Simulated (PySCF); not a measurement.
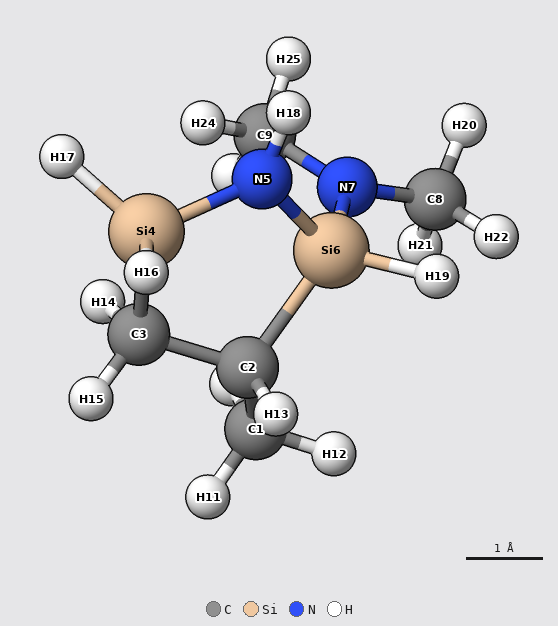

Figure 1. The structure as given in the input (ball-and-stick view, seen at a tilt; atoms are numbered from 1 in the order of the input). Bond lengths as drawn: C–C 1.52 to 1.54 Å, C–H 1.10 to 1.11 Å, C–N 1.44 Å, C–Si 1.89 to 1.91 Å, H–N 1.01 Å, H–Si 1.50 Å and N–Si 1.74 to 1.75 Å.

# Two runs on C5H16N2Si2

System: C5H16N2Si2.
Method of run A: GIAO PBE0/pcSseg-1 NMR shielding, non-relativistic, gas phase (PySCF 2.14.0).

The geometry comes from this level: PBE0-D3(BJ)/def2-SVP. Text and figures count atoms from 1; the logs count them from 0 in places.

**Input, run A**
```
{"job": {"kind": "nmr", "xc": "PBE0", "basis": "pcSseg-1"}, "charge": 0, "multiplicity": 1}
C     -1.820855    -1.757389     1.139940
C     -1.772945    -0.275216     0.785618
C     -2.443799     0.058876    -0.561834
Si    -1.884982     1.790899    -1.067072
N     -0.302983     1.777154    -0.329431
Si    -0.014161     0.456648     0.768295
N      1.259459    -0.580234     0.205131
C      2.141141    -1.289878     1.091627
C      1.332704    -0.995177    -1.170942
H     -1.267474    -2.358603     0.399641
H     -2.855882    -2.137217     1.166945
H     -1.369212    -1.957553     2.125363
H     -2.298998     0.293925     1.577106
H     -2.091819    -0.643420    -1.339665
H     -3.540722    -0.051245    -0.518659
H     -2.785118     2.863690    -0.528013
H     -1.817837     1.990046    -2.550856
H      0.393956     2.492804    -0.503549
H      0.418747     0.852759     2.145323
H      3.197322    -1.194890     0.770858
H      1.915191    -2.374479     1.144168
H      2.068230    -0.887136     2.113350
H      1.017527    -2.048322    -1.320560
H      0.691580    -0.356153    -1.796879
H      2.364881    -0.907313    -1.561941
```

The first line tells a small driver script what to run in PySCF; the rest is the geometry in Å.

Command:
```bash
OMP_NUM_THREADS=1 python <driver script> task.json out
```

Hardware: 1 CPU thread, shared host.

**Output (run A)**
```
coarse grid: 20728 points
cycle   1  E = -887.9200761646  dE =  7.593e-01  |g| = 6.094e-01  |ddm| = 4.407e+00
cycle   2  E = -887.8516674335  dE =  6.841e-02  |g| = 8.165e-01  |ddm| = 1.325e+00
cycle   3  E = -888.0078949768  dE = -1.562e-01  |g| = 7.342e-02  |ddm| = 8.518e-01
cycle   4  E = -888.0088363991  dE = -9.414e-04  |g| = 3.519e-02  |ddm| = 9.795e-02
cycle   5  E = -888.0091175348  dE = -2.811e-04  |g| = 8.183e-03  |ddm| = 3.617e-02
cycle   6  E = -888.0091315485  dE = -1.401e-05  |g| = 2.782e-03  |ddm| = 1.040e-02
cycle   7  E = -888.0091332870  dE = -1.738e-06  |g| = 4.297e-04  |ddm| = 2.547e-03
final grid: 187832 points
cycle   8  E = -888.0574188800  dE = -4.512e-05  |g| = 1.017e-02  |ddm| = 3.406e-02
cycle   9  E = -888.0574011992  dE =  1.768e-05  |g| = 1.342e-02  |ddm| = 2.113e-02
cycle  10  E = -888.0574440068  dE = -4.281e-05  |g| = 1.081e-03  |ddm| = 1.235e-02
cycle  11  E = -888.0574442393  dE = -2.325e-07  |g| = 3.042e-04  |ddm| = 1.059e-03
cycle  12  E = -888.0574442585  dE = -1.916e-08  |g| = 7.718e-05  |ddm| = 3.265e-04
cycle  13  E = -888.0574442597  dE = -1.218e-09  |g| = 3.379e-05  |ddm| = 1.048e-04
cycle  14  E = -888.0574442600  dE = -2.537e-10  |g| = 4.853e-06  |ddm| = 3.017e-05
converged SCF energy = -888.0574442600

GIAO shielding tensors (ppm)
atom      isotropic    diamagn.    paramagn.     s11        s22        s33       span
  0 C      165.150     246.195     -81.045    152.656    158.328    184.466     31.810
  1 C      164.450     258.376     -93.927    161.747    162.369    169.233      7.486
  2 C      168.547     253.983     -85.436    154.242    164.080    187.320     33.078
  3 Si     376.231     879.885    -503.654    338.321    359.631    430.742     92.421
  4 N      236.850     327.234     -90.384    199.867    237.289    273.393     73.526
  5 Si     357.217     883.471    -526.254    331.310    358.894    381.447     50.137
  6 N      232.528     331.281     -98.753    207.686    224.901    264.999     57.313
  7 C      145.092     242.023     -96.930    119.906    131.331    184.040     64.135
  8 C      147.557     246.885     -99.328    121.768    139.306    181.598     59.829
  9 H       30.558      31.742      -1.184     26.242     30.280     35.151      8.909
 10 H       29.990      29.171       0.820     25.310     27.501     37.160     11.850
 11 H       30.051      30.368      -0.317     25.555     27.781     36.815     11.260
 12 H       30.728      33.907      -3.180     26.245     29.202     36.736     10.491
 13 H       30.642      33.372      -2.730     27.527     28.667     35.730      8.203
 14 H       30.304      30.277       0.026     25.626     27.295     37.990     12.365
 15 H       26.496      28.205      -1.709     22.860     23.653     32.975     10.115
 16 H       26.279      28.343      -2.065     22.970     23.781     32.086      9.116
 17 H       31.042      32.838      -1.796     22.715     26.956     43.456     20.740
 18 H       26.526      32.203      -5.677     22.865     24.906     31.806      8.941
 19 H       28.902      27.976       0.927     23.856     26.153     36.698     12.841
 20 H       28.853      28.698       0.155     23.460     27.361     35.738     12.278
 21 H       28.327      29.623      -1.296     24.030     26.768     34.183     10.153
 22 H       29.022      30.988      -1.966     24.145     27.446     35.475     11.329
 23 H       28.259      32.667      -4.408     23.160     29.720     31.896      8.736
 24 H       29.125      29.997      -0.872     24.672     26.018     36.685     12.013
```

For run B the input was changed thus:
```diff
-"xc": "PBE0"
+"xc": "KT3"
+"pop": false
```

How does run B compare with run A?

The total energies belong to different methods, so their difference says nothing on which is more stable or more accurate. The HOMO goes from −6.12 to −4.97 eV. The LUMO goes from 0.85 to −0.08 eV. The dipole moment goes from 0.87 to 0.82 D. Of all shieldings, the largest change is that of Si6, by +20.1 ppm. The functional changes from PBE0 to KT3. Exact exchange removes part of the self-interaction error of semilocal functionals, which pushes filled and empty levels apart. The SCF takes 16 iterations against 14.

**Output, shortened to warnings, some set-up lines, iterations and results (run B)**
```
coarse grid: 20728 points
[...]
cycle   1  E = -897.9574668857  dE =  5.928e-01  |g| = 8.041e-01  |ddm| = 4.470e+00
cycle   2  E = -897.5828686568  dE =  3.746e-01  |g| = 1.443e+00  |ddm| = 2.662e+00
cycle   3  E = -898.1211479801  dE = -5.383e-01  |g| = 1.492e-01  |ddm| = 2.000e+00
cycle   4  E = -898.1260933950  dE = -4.945e-03  |g| = 6.715e-02  |ddm| = 2.322e-01
cycle   5  E = -898.1271125729  dE = -1.019e-03  |g| = 1.744e-02  |ddm| = 7.998e-02
[... 6 lines ...]
cycle  12  E = -898.1421039638  dE = -8.759e-06  |g| = 9.947e-04  |ddm| = 7.179e-03
cycle  13  E = -898.1421042261  dE = -2.623e-07  |g| = 1.927e-04  |ddm| = 1.355e-03
cycle  14  E = -898.1421042335  dE = -7.415e-09  |g| = 8.368e-05  |ddm| = 3.191e-04
cycle  15  E = -898.1421042355  dE = -1.947e-09  |g| = 1.702e-05  |ddm| = 1.220e-04
cycle  16  E = -898.1421042355  dE = -6.639e-11  |g| = 5.795e-06  |ddm| = 2.124e-05
converged SCF energy = -898.1421042355

GIAO shielding tensors (ppm)
atom      isotropic    diamagn.    paramagn.     s11        s22        s33       span
  0 C      162.036     246.387     -84.350    149.371    154.584    182.154     32.783
  1 C      159.925     259.407     -99.482    157.236    157.636    164.902      7.666
  2 C      165.414     253.760     -88.346    151.417    160.404    184.420     33.003
  3 Si     392.754     882.601    -489.847    356.738    375.618    445.906     89.169
  4 N      232.500     326.949     -94.450    197.551    232.808    267.140     69.588
  5 Si     377.355     886.770    -509.415    352.417    379.378    400.270     47.853
  6 N      220.851     332.078    -111.226    198.128    213.270    251.155     53.027
  7 C      142.769     242.809    -100.041    116.508    129.704    182.094     65.587
  8 C      145.003     247.710    -102.707    118.244    137.256    179.508     61.263
  9 H       30.614      32.526      -1.911     26.578     30.415     34.850      8.271
 10 H       30.045      28.863       1.182     25.713     27.632     36.790     11.078
 11 H       30.026      30.714      -0.688     25.770     27.904     36.405     10.635
 12 H       30.659      34.034      -3.375     26.422     29.271     36.283      9.860
 13 H       30.634      34.014      -3.380     27.804     28.714     35.384      7.580
 14 H       30.282      30.024       0.259     25.938     27.385     37.523     11.585
 15 H       26.591      28.415      -1.823     23.020     23.799     32.955      9.935
 16 H       26.394      28.780      -2.386     23.118     24.002     32.063      8.944
 17 H       31.090      33.421      -2.331     23.092     27.265     42.913     19.821
 18 H       26.620      32.730      -6.110     23.031     25.029     31.799      8.767
 19 H       28.912      28.009       0.904     24.007     26.315     36.415     12.408
 20 H       28.829      29.004      -0.175     23.508     27.492     35.486     11.978
 21 H       28.328      30.184      -1.857     24.317     26.739     33.927      9.611
 22 H       28.989      31.343      -2.354     24.100     27.626     35.241     11.141
 23 H       28.205      33.714      -5.509     23.364     29.504     31.745      8.380
 24 H       29.151      30.060      -0.909     24.822     26.233     36.397     11.575
```

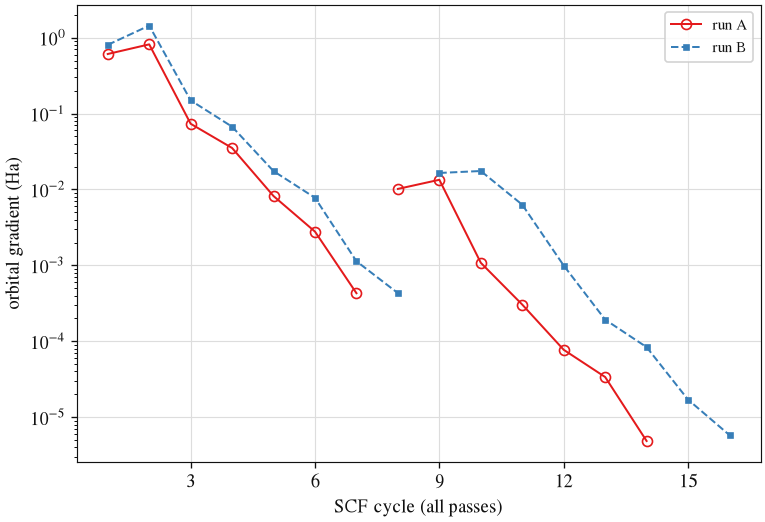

Figure 2. Convergence of the two runs: orbital gradient against the SCF cycle. A break in a curve parts two SCF passes (coarse and final grid). Run A takes 14 cycles in all, and run B takes 16.

**The two runs side by side**

```tsv
quantity	run A	run B
outcome	converged	converged
total energy (hartree)	−888.057444	−898.142104
HOMO (eV)	−6.12	−4.97
LUMO (eV)	0.85	−0.08
dipole moment (D)	0.87	0.82
shielding of C1 (ppm)	165.2	162.0
shielding of C2 (ppm)	164.4	159.9
shielding of C3 (ppm)	168.5	165.4
shielding of Si4 (ppm)	376.2	392.8
shielding of N5 (ppm)	236.8	232.5
shielding of Si6 (ppm)	357.2	377.4
shielding of N7 (ppm)	232.5	220.9
SCF iterations	14	16
basis functions	247	247
wall time (shared host)	64 s	77 s
```
